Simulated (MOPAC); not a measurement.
Frequency calculation of CH$_{4}$AlFOS (part 1 of 2)

CH$_{4}$AlFOS, computed with MNDO, closed shell (MOPAC 23.2.5).

The geometry was optimised with MNDO.

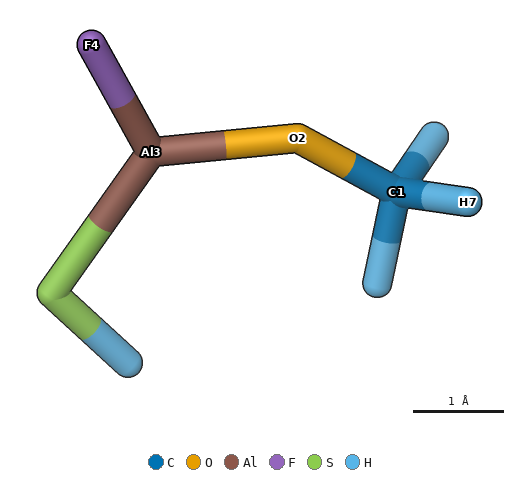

Fig. 1: The structure as given in the input (stick view, seen at a tilt; atoms are numbered from 1 in the order of the input). Sticks mark near contacts.

Input (mol.mop):
```
MNDO FORCE THERMO(298,398,100) THREADS=1 AUX(PRECISION=6)
CH4AlFOS charge 0
C[O][Al]([F])[SH]
C     -0.339859 +1    -1.420172 +1     0.068885 +1
O      0.383851 +1    -0.485454 +1    -0.613065 +1
Al     0.742139 +1     1.129374 +1    -0.657226 +1
F      1.717076 +1     1.516888 +1    -1.849425 +1
S      0.033336 +1     2.537895 +1     0.669144 +1
H     -0.808274 +1    -1.013465 +1     1.004253 +1
H      0.316287 +1    -2.276961 +1     0.368419 +1
H     -1.166793 +1    -1.823656 +1    -0.570377 +1
H     -0.717594 +1     1.879834 +1     1.495467 +1
```

Run on 1 thread of Arm Neoverse V1, 24 GiB of memory available, shared host.

Run as:
```bash
mopac mol.mop
```

Log:
```
MOPAC v23.2.5
MNDO CALCULATION RESULTS

 *  MNDO       - The MNDO Hamiltonian to be used
 *  FORCE      - FORCE CALCULATION SPECIFIED
 *  THREADS=1  - MULTI-THREADING NOT USED
 *  AUX        - OUTPUT AUXILIARY INFORMATION
 *  THERMO     - THERMODYNAMIC QUANTITIES TO BE CALCULATED
MNDO FORCE THERMO(298,398,100) THREADS=1 AUX(PRECISION=6)
 CH4AlFOS charge 0
 C[O][Al]([F])[SH]
   ATOM   CHEMICAL          X               Y               Z
  NUMBER   SYMBOL      (ANGSTROMS)     (ANGSTROMS)     (ANGSTROMS)

     1       C         -0.33985900  *  -1.42017200  *   0.06888500  *
     2       O          0.38385100  *  -0.48545400  *  -0.61306500  *
     3      Al          0.74213900  *   1.12937400  *  -0.65722600  *
     4       F          1.71707600  *   1.51688800  *  -1.84942500  *
     5       S          0.03333600  *   2.53789500  *   0.66914400  *
     6       H         -0.80827400  *  -1.01346500  *   1.00425300  *
     7       H          0.31628700  *  -2.27696100  *   0.36841900  *
     8       H         -1.16679300  *  -1.82365600  *  -0.57037700  *
     9       H         -0.71759400  *   1.87983400  *   1.49546700  *

          CARTESIAN COORDINATES

    NO.       ATOM           X           Y           Z

     1         C         -0.3399     -1.4202      0.0689
     2         O          0.3839     -0.4855     -0.6131
     3        Al          0.7421      1.1294     -0.6572
     4         F          1.7171      1.5169     -1.8494
     5         S          0.0333      2.5379      0.6691
     6         H         -0.8083     -1.0135      1.0043
     7         H          0.3163     -2.2770      0.3684
     8         H         -1.1668     -1.8237     -0.5704
     9         H         -0.7176      1.8798      1.4955

           Empirical Formula: C H4 O Al F S  =     9 atoms

      MOLECULAR POINT GROUP   :   C1

      RHF CALCULATION, NO. OF DOUBLY OCCUPIED LEVELS = 15

          HEAT OF FORMATION =    -177.774887 KCALS/MOLE

          CARTESIAN COORDINATE DERIVATIVES

   NUMBER  ATOM         X            Y            Z

     1       C     -0.001117     0.001234    -0.001713
     2       O      0.000845     0.000305    -0.010372
     3      Al     -0.000289    -0.000423    -0.000903
     4       F     -0.000069     0.000193    -0.010470
     5       S      0.000532    -0.000127     0.018738
     6       H      0.000293     0.002113    -0.025446
     7       H      0.000777     0.019704     0.014650
     8       H     -0.000825    -0.023301     0.008397
     9       H     -0.000149     0.000302     0.007119

 DIPOLE           X         Y         Z       TOTAL
 POINT-CHG.    -1.419     1.175     0.023     1.843
 HYBRID        -1.473    -1.097    -0.001     1.837
 SUM           -2.892     0.078     0.022     2.894

          GRADIENT NORM =   0.04997

          MOLECULAR WEIGHT =  110.08

          ROTATIONAL CONSTANTS IN CM(-1)

          A =    0.12685806   B =    0.07715368   C =    0.04843240

           PRINCIPAL MOMENTS OF INERTIA IN UNITS OF 10**(-40)*GRAM-CM**2

          A =      220.6620   B =      362.8181   C =      577.9757

          ORIENTATION OF MOLECULE IN FORCE CALCULATION

    NO.       ATOM         X         Y         Z

     1          C      -2.3177   -1.2032   -0.0070
     2          O      -0.9530   -1.2032   -0.0070
     3         Al       0.3651   -0.2028   -0.0070
     4          F       1.7432   -0.9913   -0.0384
     5          S       0.2911    1.8559    0.0336
     6          H      -2.7550   -0.1796    0.1373
     7          H      -2.7063   -1.8525    0.8187
     8          H      -2.7132   -1.6014   -0.9767
     9          H      -0.9707    2.1508    0.0576

    FIRST DERIVATIVES WILL BE USED IN THE CALCULATION OF SECOND DERIVATIVES

          ESTIMATED TIME TO COMPLETE CALCULATION =        0.42 SECONDS

    FOR POINT-GROUP C1   THERE ARE   1 UNIQUE SYMMETRY FUNCTIONS.

 STEP:   1 TIME =     0.00 SECS, INTEGRAL =      0.00 TIME LEFT: 172800.00
 STEP:   2 TIME =     0.00 SECS, INTEGRAL =      0.00 TIME LEFT: 172800.00
 STEP:   3 TIME =     0.00 SECS, INTEGRAL =      0.00 TIME LEFT: 172800.00
 STEP:   4 TIME =     0.00 SECS, INTEGRAL =      0.00 TIME LEFT: 172800.00
 STEP:   5 TIME =     0.01 SECS, INTEGRAL =      0.01 TIME LEFT: 172799.99
 STEP:   6 TIME =     0.00 SECS, INTEGRAL =      0.01 TIME LEFT: 172799.99
 STEP:   7 TIME =     0.01 SECS, INTEGRAL =      0.02 TIME LEFT: 172799.98
 STEP:   8 TIME =     0.00 SECS, INTEGRAL =      0.02 TIME LEFT: 172799.98
 STEP:   9 TIME =     0.00 SECS, INTEGRAL =      0.02 TIME LEFT: 172799.98
 STEP:  10 TIME =     0.01 SECS, INTEGRAL =      0.02 TIME LEFT: 172799.98
 STEP:  11 TIME =     0.00 SECS, INTEGRAL =      0.02 TIME LEFT: 172799.98
 STEP:  12 TIME =     0.00 SECS, INTEGRAL =      0.02 TIME LEFT: 172799.98
 STEP:  13 TIME =     0.01 SECS, INTEGRAL =      0.03 TIME LEFT: 172799.97
 STEP:  14 TIME =     0.00 SECS, INTEGRAL =      0.03 TIME LEFT: 172799.97
 STEP:  15 TIME =     0.01 SECS, INTEGRAL =      0.04 TIME LEFT: 172799.96
 STEP:  16 TIME =     0.00 SECS, INTEGRAL =      0.04 TIME LEFT: 172799.96
 STEP:  17 TIME =     0.00 SECS, INTEGRAL =      0.04 TIME LEFT: 172799.96
 STEP:  18 TIME =     0.01 SECS, INTEGRAL =      0.05 TIME LEFT: 172799.95
 STEP:  19 TIME =     0.00 SECS, INTEGRAL =      0.05 TIME LEFT: 172799.95
 STEP:  20 TIME =     0.00 SECS, INTEGRAL =      0.05 TIME LEFT: 172799.95
 STEP:  21 TIME =     0.01 SECS, INTEGRAL =      0.05 TIME LEFT: 172799.95
 STEP:  22 TIME =     0.00 SECS, INTEGRAL =      0.05 TIME LEFT: 172799.95
 STEP:  23 TIME =     0.00 SECS, INTEGRAL =      0.05 TIME LEFT: 172799.95
 STEP:  24 TIME =     0.01 SECS, INTEGRAL =      0.06 TIME LEFT: 172799.94
 STEP:  25 TIME =     0.00 SECS, INTEGRAL =      0.06 TIME LEFT: 172799.94
 STEP:  26 TIME =     0.00 SECS, INTEGRAL =      0.06 TIME LEFT: 172799.94
 STEP:  27 TIME =     0.01 SECS, INTEGRAL =      0.07 TIME LEFT: 172799.93

(To convert to Hartree/Bohr^2, multiply by (10^(-21) x N x a0^2)/(4.184 x 627.51) =  0.0642)

           FORCE MATRIX IN MILLIDYNES/ANGSTROM

                  C  1       O  2      Al  3       F  4       S  5       H  6
 ------------------------------------------------------------------------------
     C    1  16.998957
     O    2   7.993997  13.781100
    Al    3   0.734569   4.070144   9.975876
     F    4   0.089904   0.449670   5.911034   6.255714
     S    5   0.074105   0.234433   2.244011   0.232598   6.257480
     H    6   4.788670   1.026863   0.065465   0.011171   0.010299   5.838873
     H    7   4.903484   1.061917   0.037198   0.011439   0.007883   0.568861
     H    8   4.885397   1.066264   0.046557   0.011901   0.007567   0.569267
     H    9   0.019076   0.023188   0.224999   0.042200   5.240496   0.005633

                  H  7       H  8       H  9
 ------------------------------------------
     H    7   5.926414
     H    8   0.564720   5.912235
     H    9   0.002056   0.001991   5.308056

          HEAT OF FORMATION =    -177.774887 KCALS/MOLE

          ZERO POINT ENERGY      36.093 KCAL/MOL

           NORMAL COORDINATE ANALYSIS (Total motion = 1 Angstrom)

   Root No.       1         2         3         4         5         6         7         8

                 1 A       2 A       3 A       4 A       5 A       6 A       7 A       8 A

                  39.7      94.9     115.4     199.1     208.9     234.6     262.1     477.8

           1    0.0009    0.0004    0.0118   -0.0315    0.0006   -0.0001   -0.0852   -0.0971
           2    0.0052   -0.0017    0.1303    0.0227   -0.0005    0.0006   -0.0324   -0.0226
           3   -0.0130   -0.0811    0.0011    0.0006    0.0020   -0.0239   -0.0003   -0.0000
           4    0.0010    0.0003    0.0147   -0.0248    0.0006   -0.0000   -0.0883   -0.0811
           5   -0.0029   -0.0012   -0.0238   -0.1315   -0.0000    0.0002    0.1519   -0.0754
           6    0.0321    0.1226    0.0007   -0.0023   -0.0316   -0.1438    0.0034    0.0004
           7    0.0004   -0.0006    0.0277   -0.0808    0.0001    0.0030    0.0316    0.0306
           8   -0.0009    0.0003   -0.0268   -0.0283    0.0004   -0.0049   -0.0379   -0.1166
           9    0.0035    0.0177   -0.0004    0.0003    0.0066    0.2889    0.0006   -0.0027
          10    0.0010   -0.0020    0.0446    0.0298   -0.0009   -0.0031    0.1001    0.1141
          11    0.0005    0.0007    0.0045    0.1698   -0.0020    0.0020    0.0722   -0.0472
          12   -0.0013   -0.0552   -0.0016    0.0032    0.0232   -0.1516   -0.0003   -0.0023
          13   -0.0018    0.0013   -0.0602    0.0742   -0.0006   -0.0006   -0.0020   -0.0063
          14   -0.0007    0.0007   -0.0311   -0.0296    0.0015    0.0024   -0.0637    0.1705
          15   -0.0110   -0.0032    0.0003   -0.0017   -0.0318   -0.0686   -0.0020    0.0034
          16    0.0035   -0.0212    0.1233    0.0818    0.0044    0.0118   -0.2214   -0.0545
          17   -0.0351    0.0122    0.1810    0.0716   -0.0012   -0.0020   -0.0924   -0.0061
          18    0.2802   -0.2449   -0.0208   -0.0050    0.0191    0.0308    0.0055   -0.0000
          19   -0.0219   -0.1205   -0.0611   -0.1017    0.0204    0.0598    0.0025   -0.1258
          20   -0.2385    0.0774    0.1923    0.0723   -0.0047   -0.0126   -0.0935   -0.0072
          21   -0.2161   -0.0764    0.0151    0.0055    0.0084   -0.0046   -0.0057   -0.0021
          22    0.0211    0.1428   -0.0326   -0.0777   -0.0226   -0.0718   -0.0269   -0.1150
          23    0.2958   -0.0949    0.1544    0.0615    0.0048    0.0174   -0.0824   -0.0071
          24   -0.1413   -0.1014    0.0097    0.0043    0.0098   -0.0002   -0.0043    0.0016
          25   -0.0020    0.0033   -0.0720    0.1082    0.0119   -0.0015   -0.0042   -0.0279
          26   -0.0025   -0.0001   -0.0825    0.1125   -0.0159    0.0053   -0.0755    0.0736
          27    0.0018    0.1123    0.0042    0.0085    0.8369   -0.1548    0.0093    0.0017

   Root No.       9        10        11        12        13        14        15        16

                 9 A      10 A      11 A      12 A      13 A      14 A      15 A      16 A

                 700.9     779.1     992.1    1257.0    1258.8    1415.9    1416.1    1530.1

           1    0.0225   -0.1069   -0.0420    0.0086   -0.0026   -0.0007    0.0005   -0.0233
           2    0.0036   -0.0266   -0.0113   -0.0710    0.0254    0.0192   -0.0382   -0.0033
           3   -0.0000   -0.0001   -0.0001   -0.0253   -0.0726   -0.0367   -0.0192   -0.0002
           4    0.0132   -0.0613   -0.0217   -0.0054    0.0017    0.0015   -0.0028    0.0834
           5    0.0230   -0.0991   -0.0266    0.0348   -0.0122    0.0009   -0.0016    0.0119
           6    0.0001   -0.0002    0.0002    0.0115    0.0328   -0.0014   -0.0005    0.0001
           7   -0.0076    0.0753    0.2354   -0.0011    0.0002   -0.0003    0.0008   -0.0081
           8   -0.0204    0.1228   -0.1061   -0.0014    0.0004   -0.0000    0.0002   -0.0062
           9   -0.0004    0.0014   -0.0048    0.0002    0.0008   -0.0002   -0.0001   -0.0000
          10    0.0124    0.0384   -0.2721   -0.0001    0.0001    0.0000   -0.0001   -0.0004
          11   -0.0117   -0.0305    0.1560    0.0006   -0.0002   -0.0001    0.0001   -0.0002
          12   -0.0003   -0.0010    0.0062   -0.0001   -0.0003    0.0000    0.0000   -0.0000
          13   -0.0238   -0.0050   -0.0054    0.0000   -0.0000   -0.0000    0.0000    0.0000
          14   -0.0134   -0.0315    0.0107    0.0001   -0.0000   -0.0000    0.0001    0.0000
          15    0.0001   -0.0005    0.0003    0.0000    0.0000    0.0000    0.0000   -0.0000
          16    0.0113   -0.0463   -0.0414    0.4073   -0.0823    0.0481   -0.1361   -0.2682
          17   -0.0004   -0.0006   -0.0120    0.1190   -0.0410   -0.0311   -0.0926   -0.1073
          18    0.0005   -0.0013   -0.0006    0.0389    0.1138    0.4058    0.1306   -0.0165
          19    0.0335   -0.1723   -0.0741   -0.1259    0.3903   -0.1676    0.0315   -0.2777
          20   -0.0033    0.0071   -0.0054    0.1031   -0.0234    0.1095    0.3226    0.0721
          21    0.0003   -0.0070   -0.0088    0.0386    0.1077   -0.0158    0.2740   -0.0704
          22    0.0302   -0.1567   -0.0719   -0.2673   -0.3114    0.1112    0.1251   -0.2775
          23   -0.0016    0.0050   -0.0078    0.0981   -0.0510   -0.3182    0.2403    0.0524
          24   -0.0015    0.0091    0.0093    0.0365    0.1081    0.0729   -0.1655    0.0882
          25    0.1750    0.0429    0.0327   -0.0009    0.0002    0.0000    0.0001    0.0002
          26    0.7902    0.1669    0.1436   -0.0041    0.0012    0.0000    0.0009    0.0008
          27    0.0129    0.0028    0.0022   -0.0006   -0.0005   -0.0003   -0.0001    0.0001

   Root No.      17        18        19        20        21

                17 A      18 A      19 A      20 A      21 A

                1587.8    3033.0    3177.3    3196.2    3270.7

           1    0.1798    0.0002    0.0043   -0.0011   -0.0227
           2    0.0052    0.0000   -0.0504    0.0104   -0.0064
           3    0.0000   -0.0000   -0.0100   -0.0535    0.0004
           4   -0.1103   -0.0001    0.0004   -0.0002   -0.0048
           5   -0.0115   -0.0001   -0.0016    0.0003   -0.0004
           6   -0.0001   -0.0000   -0.0003   -0.0015    0.0000
           7    0.0058   -0.0004    0.0001   -0.0000    0.0003
           8    0.0053    0.0004   -0.0001    0.0000    0.0002
           9    0.0000    0.0000   -0.0000   -0.0001    0.0000
          10    0.0023    0.0001   -0.0000   -0.0000   -0.0000
          11   -0.0002   -0.0001    0.0000   -0.0000    0.0000
          12   -0.0000   -0.0000    0.0000    0.0000    0.0000
          13    0.0003   -0.0292    0.0000    0.0000    0.0000
          14    0.0004    0.0071    0.0000   -0.0000   -0.0000
          15   -0.0000    0.0006    0.0000    0.0000   -0.0000
          16   -0.2126   -0.0002   -0.2188    0.0155    0.1004
          17   -0.1313   -0.0007    0.4844   -0.0318   -0.2489
          18   -0.0155   -0.0001    0.0668   -0.0316   -0.0346
          19   -0.1913    0.0000    0.0695   -0.1678    0.1224
          20    0.0658    0.0003    0.0835   -0.2682    0.2078
          21   -0.0914   -0.0003   -0.1453    0.3200   -0.2666
          22   -0.1919    0.0001    0.0888    0.1677    0.1173
          23    0.0364    0.0003    0.0590    0.1714    0.1197
          24    0.1083    0.0005    0.2029    0.3763    0.2965
          25   -0.0013    0.9387    0.0000   -0.0001   -0.0004
          26   -0.0026   -0.2317   -0.0003    0.0000    0.0004
          27    0.0000   -0.0181   -0.0000   -0.0002    0.0000

           MASS-WEIGHTED COORDINATE ANALYSIS (NORMAL COORDINATES)

   Root No.       1         2         3         4         5         6         7         8

                 1 A       2 A       3 A       4 A       5 A       6 A       7 A       8 A

                  39.7      94.9     115.4     199.1     208.9     234.6     262.1     477.8

           1    0.0052    0.0017    0.0541   -0.0944    0.0026   -0.0002   -0.2741   -0.2397
           2    0.0320   -0.0080    0.5977    0.0682   -0.0018    0.0011   -0.1044   -0.0557
           3   -0.0800   -0.3873    0.0051    0.0019    0.0079   -0.0463   -0.0008   -0.0000
           4    0.0072    0.0017    0.0776   -0.0860    0.0028   -0.0001   -0.3279   -0.2311
           5   -0.0205   -0.0065   -0.1258   -0.4554   -0.0001    0.0005    0.5643   -0.2149
           6    0.2280    0.6757    0.0038   -0.0080   -0.1441   -0.3208    0.0126    0.0012
           7    0.0038   -0.0043    0.1907   -0.3634    0.0008    0.0087    0.1523    0.1131
           8   -0.0080    0.0021   -0.1845   -0.1274    0.0026   -0.0142   -0.1829   -0.4315
           9    0.0323    0.1265   -0.0029    0.0015    0.0394    0.8373    0.0028   -0.0098
          10    0.0078   -0.0122    0.2573    0.1123   -0.0046   -0.0076    0.4050    0.3543
          11    0.0039    0.0043    0.0262    0.6406   -0.0098    0.0049    0.2922   -0.1467
          12   -0.0098   -0.3316   -0.0092    0.0119    0.1153   -0.3686   -0.0014   -0.0072
          13   -0.0180    0.0100   -0.4510    0.3638   -0.0036   -0.0018   -0.0108   -0.0255
          14   -0.0070    0.0056   -0.2328   -0.1453    0.0098    0.0075   -0.3350    0.6879
          15   -0.1103   -0.0249    0.0020   -0.0081   -0.2055   -0.2166   -0.0106    0.0136
          16    0.0062   -0.0293    0.1639    0.0711    0.0050    0.0066   -0.2065   -0.0390
          17   -0.0625    0.0169    0.2404    0.0623   -0.0014   -0.0011   -0.0861   -0.0044
          18    0.4993   -0.3388   -0.0276   -0.0044    0.0219    0.0172    0.0051   -0.0000
          19   -0.0391   -0.1667   -0.0811   -0.0884    0.0234    0.0335    0.0023   -0.0900
          20   -0.4249    0.1071    0.2555    0.0628   -0.0054   -0.0070   -0.0872   -0.0051
          21   -0.3850   -0.1057    0.0201    0.0048    0.0097   -0.0026   -0.0053   -0.0015
          22    0.0377    0.1976   -0.0433   -0.0675   -0.0259   -0.0402   -0.0250   -0.0823
          23    0.5271   -0.1314    0.2051    0.0535    0.0054    0.0098   -0.0768   -0.0051
          24   -0.2518   -0.1403    0.0129    0.0037    0.0113   -0.0001   -0.0040    0.0012
          25   -0.0035    0.0045   -0.0956    0.0940    0.0136   -0.0008   -0.0039   -0.0200
          26   -0.0045   -0.0002   -0.1096    0.0977   -0.0182    0.0030   -0.0704    0.0527
          27    0.0031    0.1553    0.0055    0.0074    0.9588   -0.0867    0.0087    0.0012

   Root No.       9        10        11        12        13        14        15        16

                 9 A      10 A      11 A      12 A      13 A      14 A      15 A      16 A

                 700.9     779.1     992.1    1257.0    1258.8    1415.9    1416.1    1530.1
```
